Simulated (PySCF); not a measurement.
**Nd: ionisation energy with spin-orbit coupling**

Aim: the ionisation energy of neodymium from differences of total energies, at each level of theory, and how far each lands from the tabulated value where there is one.

Program: PySCF 2.14.0. Level of theory: two-component X2C-1e, generalised determinants. These are calculated values, not measurements, unless marked.

### 1 What is computed

- Element: neodymium (Z = 60)
- Basis: x2c-QZVPPall-2c
- Hamiltonian: two-component X2C-1e, Gaussian nucleus, no Breit or QED terms; spin-orbit coupling, run by run: off; screened by Boettger's factors
- Core shells frozen in the correlated runs: [Ar] 3d10 (for Nd)
- State 1: Nd: [Xe] 4f4 6s2; 4f5/2 filled at m_j = -1/2, +1/2, +3/2, +5/2
- Needed too, but not shown: Nd+ [Xe] 4f4 6s1 (high-spin determinant)
- Methods: GHF, GMP2

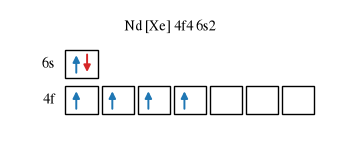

Occupation of the outer shells (arrows by Hund's rule).

All steps ran in one process of a driver on top of PySCF, which takes the settings above as its task.

The driver's launch:

```bash
$ OMP_NUM_THREADS=4 python sorun2.py TASK.json OUT
```

The integrals over 213 functions and the set-up took 66 s of CPU time.

### 2 Nd, method by method

**GHF (spin-free)**

The program printed:

```text
cycle= 1 E= -9617.3693256117  delta_E= -9.62e+03  |FDS-SDF|= 0.0848
cycle= 2 E= -9617.4574426968  delta_E= -0.0881  |FDS-SDF|= 0.0789
cycle= 3 E= -9617.5290017718  delta_E= -0.0716  |FDS-SDF|= 0.0103
cycle= 4 E= -9617.5332217694  delta_E= -0.00422  |FDS-SDF|= 0.00283
cycle= 5 E= -9617.5336210282  delta_E= -0.000399  |FDS-SDF|= 0.000676
cycle= 6 E= -9617.5336364432  delta_E= -1.54e-05  |FDS-SDF|= 5.44e-05
cycle= 7 E= -9617.5336368124  delta_E= -3.69e-07  |FDS-SDF|= 2.34e-05
cycle= 8 E= -9617.5336370540  delta_E= -2.42e-07  |FDS-SDF|= 1.62e-05
cycle= 9 E= -9617.5336373151  delta_E= -2.61e-07  |FDS-SDF|= 1.13e-05
cycle= 10 E= -9617.5336375602  delta_E= -2.45e-07  |FDS-SDF|= 5.52e-06
cycle= 11 E= -9617.5336376188  delta_E= -5.87e-08  |FDS-SDF|= 2.09e-06
cycle= 12 E= -9617.5336376229  delta_E= -4.06e-09  |FDS-SDF|= 1.14e-06
```

It took 38 s on 4 threads of Neoverse-V1, shared host, the integrals not counted.

Occupied spinors (without spin-orbit coupling the j labels only name the start):

| spinor shell | electrons | mean energy (eV) | weight of the nominal j | rms radius (bohr) |
| --- | --- | --- | --- | --- |
| 1s1/2 | 2 | -43783.1 | 1.000 | 0.0269 |
| 2s1/2 | 2 | -7194.7 | 1.000 | 0.109 |
| 2p3/2 | 4 | -6425.1 | 0.833 | 0.0979 |
| 2p1/2 | 2 | -6425.2 | 0.667 | 0.0979 |
| 3s1/2 | 2 | -1608.0 | 1.000 | 0.283 |
| 3p1/2 | 2 | -1360.4 | 0.667 | 0.284 |
| 3p3/2 | 4 | -1359.7 | 0.833 | 0.284 |
| 3d3/2 | 4 | -1016.1 | 0.700 | 0.262 |
| 3d5/2 | 6 | -1015.1 | 0.800 | 0.261 |
| 4s1/2 | 2 | -340.10 | 1.000 | 0.645 |
| 4p1/2 | 2 | -257.29 | 0.667 | 0.686 |
| 4p3/2 | 4 | -255.56 | 0.833 | 0.686 |
| 4d3/2 | 4 | -135.69 | 0.700 | 0.765 |
| 4d5/2 | 6 | -132.26 | 0.800 | 0.764 |
| 5s1/2 | 2 | -50.352 | 1.000 | 1.59 |
| 5p1/2 | 2 | -28.047 | 0.667 | 1.86 |
| 5p3/2 | 4 | -27.477 | 0.833 | 1.87 |
| 4f5/2 | 4 | -12.012 | 0.643 | 1.16 |
| 6s1/2 | 2 | -4.723 | 1.000 | 5.09 |

M_J = 4, ⟨J²⟩ = 24.013, ⟨L²⟩ = 42.009, ⟨S²⟩ = 6.005.

**GMP2 (spin-free)**

This step left no log, only its results.

Time after the integrals: 28 s (4 threads of Neoverse-V1, shared host).

With 32 electrons correlated and 40 very high virtual spinors dropped, the MP2 correlation energy is -1.39674 hartree. Largest pairs: 4d5/2-4f5/2 -0.1332, 4d3/2-4d5/2 -0.1223, 4d5/2-4d5/2 -0.1156, 4f5/2-5p3/2 -0.0818, 4d3/2-4f5/2 -0.0782.

**GHF (screened spin-orbit)**

The program printed:

```text
cycle= 1 E= -9622.1951020743  delta_E= -9.62e+03  |FDS-SDF|= 0.158
cycle= 2 E= -9622.2900122142  delta_E= -0.0949  |FDS-SDF|= 0.0779
cycle= 3 E= -9622.3548624794  delta_E= -0.0649  |FDS-SDF|= 0.029
cycle= 4 E= -9622.3645863868  delta_E= -0.00972  |FDS-SDF|= 0.00315
cycle= 5 E= -9622.3652355895  delta_E= -0.000649  |FDS-SDF|= 0.00169
cycle= 6 E= -9622.3654565673  delta_E= -0.000221  |FDS-SDF|= 0.00119
cycle= 7 E= -9622.3657396385  delta_E= -0.000283  |FDS-SDF|= 0.000862
cycle= 8 E= -9622.3660493333  delta_E= -0.00031  |FDS-SDF|= 0.000207
cycle= 9 E= -9622.3660547505  delta_E= -5.42e-06  |FDS-SDF|= 0.000143
cycle= 10 E= -9622.3660569188  delta_E= -2.17e-06  |FDS-SDF|= 0.000125
cycle= 11 E= -9622.3660611103  delta_E= -4.19e-06  |FDS-SDF|= 8.23e-05
cycle= 12 E= -9622.3660639419  delta_E= -2.83e-06  |FDS-SDF|= 2.5e-05
cycle= 13 E= -9622.3660641400  delta_E= -1.98e-07  |FDS-SDF|= 9.05e-06
cycle= 14 E= -9622.3660641609  delta_E= -2.1e-08  |FDS-SDF|= 4.37e-06
cycle= 15 E= -9622.3660641659  delta_E= -4.96e-09  |FDS-SDF|= 2.65e-06
```

Time after the integrals: 3.2 min (4 threads of Neoverse-V1, shared host).

The outer occupied spinors:

| spinor shell | electrons | mean energy (eV) | weight of the nominal j | rms radius (bohr) |
| --- | --- | --- | --- | --- |
| 4p3/2 | 4 | -248.23 | 0.991 | 0.694 |
| 4d3/2 | 4 | -139.92 | 0.772 | 0.762 |
| 4d5/2 | 6 | -129.21 | 0.848 | 0.767 |
| 5s1/2 | 2 | -50.308 | 1.000 | 1.59 |
| 5p1/2 | 2 | -30.481 | 0.925 | 1.79 |
| 5p3/2 | 4 | -26.393 | 0.962 | 1.90 |
| 4f5/2 | 4 | -12.015 | 0.700 | 1.15 |
| 6s1/2 | 2 | -4.724 | 1.000 | 5.09 |

M_J = 4, ⟨J²⟩ = 23.433, ⟨L²⟩ = 41.892, ⟨S²⟩ = 5.997. Rows whose weight is well below 1 mix j = l ± 1/2: exchange competes with spin-orbit coupling there.

The determinant has a definite M_J but mixes levels of different J.

**GMP2 (screened spin-orbit)**

No log was kept for this step.

It took 18 s on 4 threads of Neoverse-V1, shared host, the integrals not counted.

With 32 electrons correlated and 40 very high virtual spinors dropped, the MP2 correlation energy is -1.39821 hartree. Largest pairs: 4d5/2-4f5/2 -0.1557, 4d3/2-4d5/2 -0.1261, 4d5/2-4d5/2 -0.1219, 4f5/2-5p3/2 -0.0855, 4d5/2-5p3/2 -0.0631.

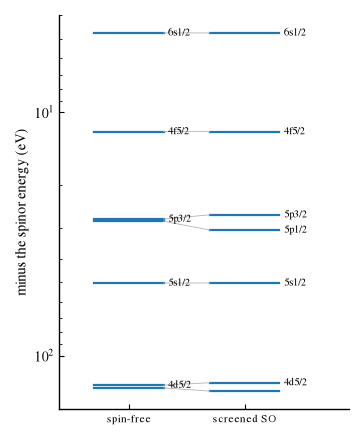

The highest 7 spinor levels of Nd on a logarithmic scale, without and with spin-orbit coupling.

### 3 The energy differences

Ionisation energy: Nd [Xe] 4f4 6s2 [4f5/2^4, M_J = 4] → Nd+ [Xe] 4f4 6s1 [4f5/2^4 6s1/2^1, M_J = 7/2].

| method | value (eV) | less the reference (eV) |
| --- | --- | --- |
| GHF (spin-free) | 4.491 | -1.034 |
| GMP2 (spin-free) | 5.457 | -0.068 |
| GHF (screened spin-orbit) | 4.492 | -1.033 |
| GMP2 (screened spin-orbit) | 5.458 | -0.067 |

Reference: 5.525 eV (measured; NIST Atomic Spectra Database, ionization energies). The spin-free rows have the spin-orbit operator switched off. The determinant of Nd mixes levels of different J (the jj label is only the starting occupation), so the difference between spin-free and spin-orbit rows is not the physical spin-orbit shift.

The differences also use runs on Nd+ [Xe] 4f4 6s1 (high-spin determinant), which are not shown here.

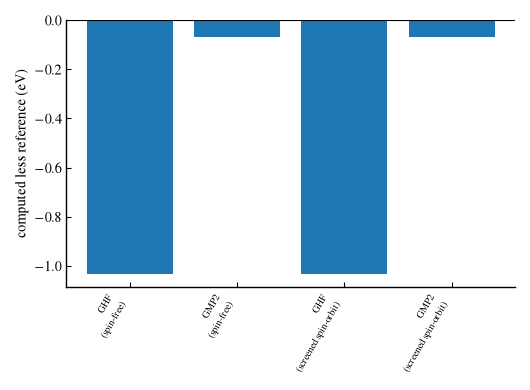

Computed less reference values by method, where the reference is not like for like or is itself uncertain.

### 4 Results

| quantity | value |
| --- | --- |
| ionisation energy, Nd | GHF (spin-free) 4.491, GMP2 (screened spin-orbit) 5.458 eV; reference 5.525 |

The methods span 0.967 eV, from GHF (spin-free) (4.491) to GMP2 (screened spin-orbit) (5.458). The reference is uncertain or not like for like (spin-orbit coupling or other relativistic terms), so no ranking of close methods is drawn. The basis is finite, and no extrapolation was made.
